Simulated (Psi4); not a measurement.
# One shape, several levels: C2H3B (SMILES [H]B([H])C#C)

Wanted: a comparison of 4 runs (BHLYP/def2-SVPD, M06-L/def2-SVPD, r2SCAN/def2-SVPD, revPBE/def2-SVPD) of C2H3B. 

Program for the calculation: Psi4 1.11.

## Step 1: The system as given

C2H3B has 6 atoms, charge 0, and is taken as a singlet. SMILES: `[H]B([H])C#C`. One bond was lengthened or shortened from a relaxed shape.

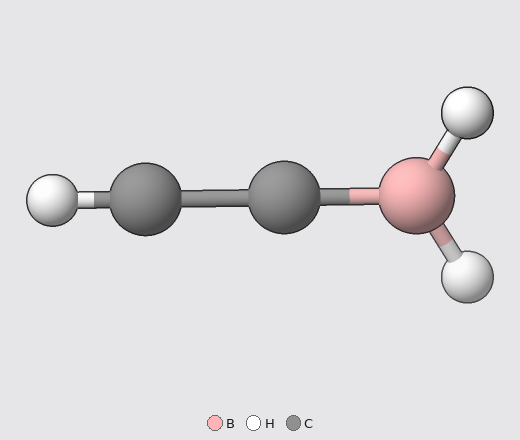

Viewed from a chosen angle; boron pink, hydrogen white, carbon grey.

## Step 2: A single-point energy at BHLYP/def2-SVPD (run 1)

File run_ase.py:

```python
import numpy as np
from ase.calculators.psi4 import Psi4
from ase import Atoms

a = Atoms(['B', 'H', 'H', 'C', 'C', 'H'], positions=[
    [0.748959, 1.295203, 0.007262],
    [1.914649, 1.285603, 0.102242],
    [0.159829, 2.301853, -0.084018],
    [-0.000741, -0.000137, 0.001372],
    [-0.784880, -1.359230, -0.006870],
    [-1.313990, -2.268710, -0.012390],
])
calc = Psi4(atoms=a, method='bhhlyp', basis='def2-SVPD', memory='1600MB', num_threads=1, charge=0, multiplicity=1, label='psi4-calc')
calc.psi4.set_options({'puream': True, 'e_convergence': 1e-09, 'd_convergence': 1e-08, 'scf_type': 'pk', 'dft_radial_points': 99, 'dft_spherical_points': 590})
a.calc = calc

print(f'energy: {a.get_potential_energy():.6f} eV')
```

The run is started by

```sh
$ python run_ase.py
```

psi4-calc.dat:

```text
[...]
  Running in c1 symmetry.
[...]
  Nuclear repulsion =   42.231043535177669
[...]
  Multiplicity = 1
[...]
  Nalpha       = 10
  Nbeta        = 10
[...]
    Number of basis functions: 84
[...]
   @RKS iter   1:  -102.38284659580744   -1.01531e+00   4.93137e-03 ADIIS/DIIS
[...]
   @RKS iter  13:  -102.50146177285451   -5.11591e-13   7.40362e-10 DIIS
[...]
    Orbital Energies [Eh]
    ---------------------
    Doubly Occupied:
       1A    -10.704234     2A    -10.681291     3A     -7.113723
       4A     -0.805453     5A     -0.702554     6A     -0.586967
       7A     -0.476338     8A     -0.443180     9A     -0.325134
      10A     -0.303141
[...]
  @RKS Final Energy:  -102.50146177285451
   => Energetics <=
    Nuclear Repulsion Energy =             42.2310435351776690
    One-Electron Energy =                -219.3340654941687262
    Two-Electron Energy =                  82.7168168084243973
    DFT Exchange-Correlation Energy =      -8.1152566222878395
    Empirical Dispersion Energy =           0.0000000000000000
    VV10 Nonlocal Energy =                  0.0000000000000000
    Total Energy =                       -102.5014617728545119
[...]
 Multipole Moments:
 ------------------------------------------------------------------------------------
     Multipole            Electronic (a.u.)      Nuclear  (a.u.)        Total (a.u.)
 ------------------------------------------------------------------------------------
 L = 1.  Multiply by 2.5417464519 to convert [e a0] to [Debye]
 Dipole X            :         -0.2537364            0.0189918           -0.2347447
 Dipole Y            :         -0.4392565            0.0364931           -0.4027635
 Dipole Z            :         -0.0002348           -0.0024265           -0.0026613
 Magnitude           :                                                    0.4661872
[...]
```

On the terminal:

```text
energy: -2789.206844 eV
```

Wall time 11 s (1 thread of AMD EPYC 9R45 (Zen 5), shared host); peak memory 1.1 GiB.

## Step 3: The energy at M06-L/def2-SVPD (run 2)

File input.inp:

```
memory 1600 mb

molecule {
  0 1
  B
  H 1 1.169592
  H 1 1.169936 2 121.01588
  C 1 1.49666 2 119.50238 3 179.95487
  C 4 1.5691 2 153.77225 1 179.81391
  H 5 1.052208 2 164.54653 1 179.92106
  units angstrom
  symmetry c1
  no_reorient
  no_com
}

set {
  basis                def2-SVPD
  reference            rks
  puream               true
  e_convergence        1e-09
  d_convergence        1e-08
  scf_type             pk
  dft_radial_points    99
  dft_spherical_points 590
}

e_tot, wfn = energy('m06-l', return_wfn=True)
oeprop(wfn, 'MAYER_INDICES', 'QUADRUPOLE', 'WIBERG_LOWDIN_INDICES')
print_variables()
```

The run is started by

```sh
$ psi4 input.inp input.out -n 1
```

input.out:

```text
[...]
  Running in c1 symmetry.
[...]
  Nuclear repulsion =   42.231045735081629
[...]
  Multiplicity = 1
[...]
  Nalpha       = 10
  Nbeta        = 10
[...]
    Number of basis functions: 84
[...]
   @RKS iter   1:  -102.33317641559475   -6.57259e-01   7.03889e-03 DIIS/ADIIS
[...]
   @RKS iter  13:  -102.56765178929803   -1.06581e-12   2.09386e-09 DIIS
[...]
  @RKS Final Energy:  -102.56765178929803
   => Energetics <=
    Nuclear Repulsion Energy =             42.2310457350816293
    One-Electron Energy =                -219.4940337554866971
    Two-Electron Energy =                  90.3624399602465189
    DFT Exchange-Correlation Energy =     -15.6671037291394839
    Empirical Dispersion Energy =           0.0000000000000000
    VV10 Nonlocal Energy =                  0.0000000000000000
    Total Energy =                       -102.5676517892980257
[...]
 Multipole Moments:
 ------------------------------------------------------------------------------------
     Multipole            Electronic (a.u.)      Nuclear  (a.u.)        Total (a.u.)
 ------------------------------------------------------------------------------------
 L = 1.  Multiply by 2.5417464519 to convert [e a0] to [Debye]
 Dipole X            :         -0.0015350            0.0023806            0.0008457
 Dipole Y            :         -0.3916618            0.0367820           -0.3548798
 Dipole Z            :         -0.2207646            0.0184317           -0.2023329
 Magnitude           :                                                    0.4085083
 L = 2.  Multiply by 1.3450342976 to convert [e a0^2] to [Debye ang]
 Quadrupole XX       :        -14.4229590            0.0003030          -14.4226560
 Quadrupole XY       :          0.1679039           -0.1758047           -0.0079008
[...]
```

It took 26 s on 1 thread of AMD EPYC 9R45 (Zen 5), shared host; peak memory 0.95 GiB.

Run 3 isn't shown in full; the table further down has it.

## Step 4: A single-point energy at revPBE/def2-SVPD (run 4)

File calc.dat:

```
memory 1600 mb

molecule {
  0 1
  B      0.748959     1.295203     0.007262
  H      1.914649     1.285603     0.102242
  H      0.159829     2.301853    -0.084018
  C     -0.000741    -0.000137     0.001372
  C     -0.784880    -1.359230    -0.006870
  H     -1.313990    -2.268710    -0.012390
  symmetry c1
  no_reorient
  no_com
}

set basis def2-SVPD
set puream true
set e_convergence 1e-09
set d_convergence 1e-08
set scf_type pk
set dft_radial_points 99
set dft_spherical_points 590

E = energy('revpbe')
```

The run is started by

```sh
$ psi4 -n 1 calc.dat calc.out
```

calc.out:

```text
[...]
  Running in c1 symmetry.
[...]
  Nuclear repulsion =   42.231043535177669
[...]
  Multiplicity = 1
[...]
  Nalpha       = 10
  Nbeta        = 10
[...]
    Number of basis functions: 84
[...]
   @RKS iter   1:  -102.30032743312167   -5.59901e-01   7.44319e-03 ADIIS/DIIS
[...]
   @RKS iter  13:  -102.56813456677430   -5.25802e-13   2.03542e-09 DIIS
[...]
    Orbital Energies [Eh]
    ---------------------
    Doubly Occupied:
       1A    -10.005284     2A     -9.987495     3A     -6.546921
       4A     -0.639132     5A     -0.556079     6A     -0.458357
       7A     -0.361801     8A     -0.335482     9A     -0.257578
      10A     -0.225987
[...]
  @RKS Final Energy:  -102.56813456677430
   => Energetics <=
    Nuclear Repulsion Energy =             42.2310435351776690
    One-Electron Energy =                -219.5076253698454138
    Two-Electron Energy =                  90.3559620513865269
    DFT Exchange-Correlation Energy =     -15.6475147834930812
    Empirical Dispersion Energy =           0.0000000000000000
    VV10 Nonlocal Energy =                  0.0000000000000000
    Total Energy =                       -102.5681345667743045
[...]
 Multipole Moments:
 ------------------------------------------------------------------------------------
     Multipole            Electronic (a.u.)      Nuclear  (a.u.)        Total (a.u.)
 ------------------------------------------------------------------------------------
 L = 1.  Multiply by 2.5417464519 to convert [e a0] to [Debye]
 Dipole X            :          0.1600805           -0.3939002           -0.2338197
 Dipole Y            :          0.2812827           -0.6830245           -0.4017418
 Dipole Z            :         -0.0198101            0.0173023           -0.0025077
 Magnitude           :                                                    0.4648380
[...]
```

Wall time 11 s (1 thread of AMD EPYC 9R45 (Zen 5), shared host); peak memory 1.1 GiB.

## Step 5: Overview of the runs

```csv
run,level,task,energy (Eh),dipole moment (D),HOMO energy (eV),LUMO energy (eV),wall time
1,BHLYP/def2-SVPD,energy,-102.501462,1.18,-8.25,-2.18,11 s
2,M06-L/def2-SVPD,energy,-102.567652,1.04,-6.35,-3.84,26 s
3,r2SCAN/def2-SVPD,gradient,-102.508677,1.13,-6.39,-4.00,28 s
4,revPBE/def2-SVPD,energy,-102.568135,1.18,-6.15,-4.12,11 s
```

## Step 6: Summary of results

```
            quantity          value
 run 4: total energy  -102.56813 Eh
run 4: dipole moment         1.18 D
  run 4: HOMO energy       -6.15 eV
  run 4: LUMO energy       -4.12 eV
run 4: HOMO–LUMO gap        2.03 eV
```

**Reading.** The dipole moment (its size) runs from 1.04 D (M06-L/def2-SVPD) to 1.18 D (BHLYP/def2-SVPD). The HOMO–LUMO gap runs from 2.03 eV (revPBE/def2-SVPD) to 6.07 eV (BHLYP/def2-SVPD). Totals of different functionals can't be ranked against each other. All runs together took 76 s, the longest 28 s.
